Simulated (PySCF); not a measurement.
H5BiSiTe2, SMILES [TeH][Bi]([TeH])[SiH3] at its CAM-B3LYP/def2-SVP optimised geometry (Å):

```
9

Bi     0.7279     0.8673     0.0000
Si     0.7647    -1.7268    -0.6680
H     -0.0798    -2.5304     0.2566
H      2.1712    -2.2085    -0.6044
H      0.2518    -1.8632    -2.0581
Te     1.4110     0.2097     2.7149
H      1.7721     1.8016     3.0344
Te    -2.1479     0.8673     0.0000
H     -2.1712     2.5304     0.0000
```

Calculation: CAM-B3LYP/def2-TZVP, def2 effective core potentials past Kr run with PySCF. The core electrons that the potentials of Bi, Te replace are not part of the density. Cells within 0.4 Å of a nucleus heavier than hydrogen are left out (blank, or x).

Map of the electrostatic potential (hartree/e), clipped to [-0.08, 0.12] on the plane z = 0.0 Å:

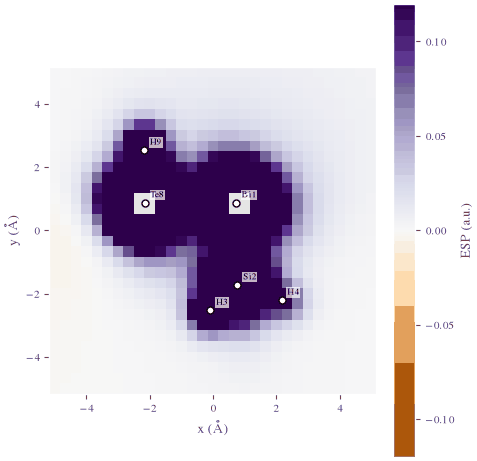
*Electrostatic potential (hartree/e), clipped to [-0.08, 0.12] on the plane z = 0.0 Å.*
